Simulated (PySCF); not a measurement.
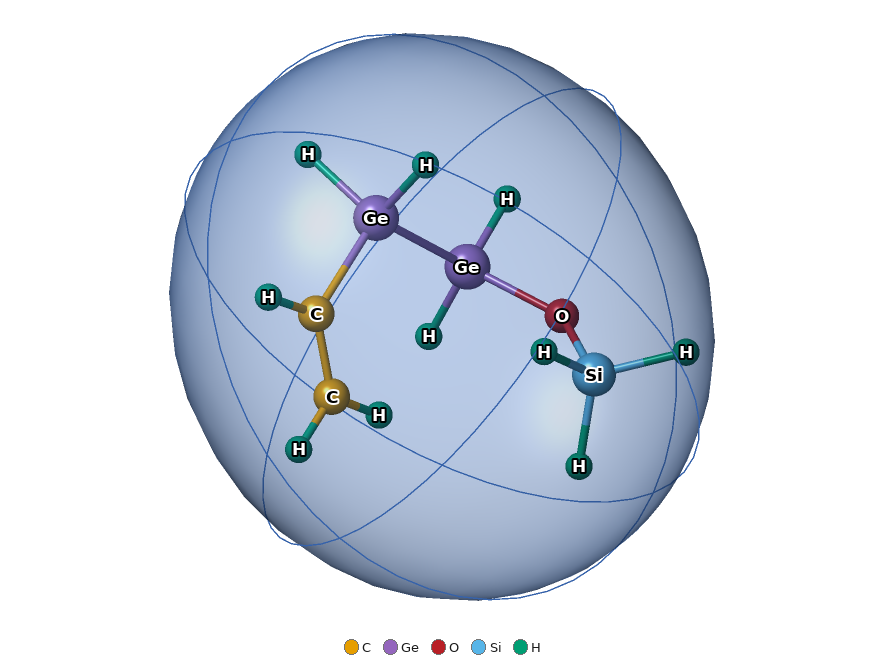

The ellipsoid shows the static dipole polarisability: its half-axes are proportional to the principal values. The computed structure is the end point of a GFN2-xTB optimisation. No frequency run is at hand to confirm it as a minimum. Level of theory: CAM-B3LYP/def2-SVPD (PySCF 2.14.0).

### Give the principal values, the mean and the anisotropy.

Principal values 99.3, 117.8, 122.0 bohr³; mean 113.0 bohr³ (16.75 Å³); anisotropy 20.9 bohr³, so the longest axis is 1.23 times the shortest.

The geometry is semi-empirical. Around Ge, Si such bond lengths and angles can be off by a tenth of an ångström or more and by several degrees, and values that hang on the shape move with them.
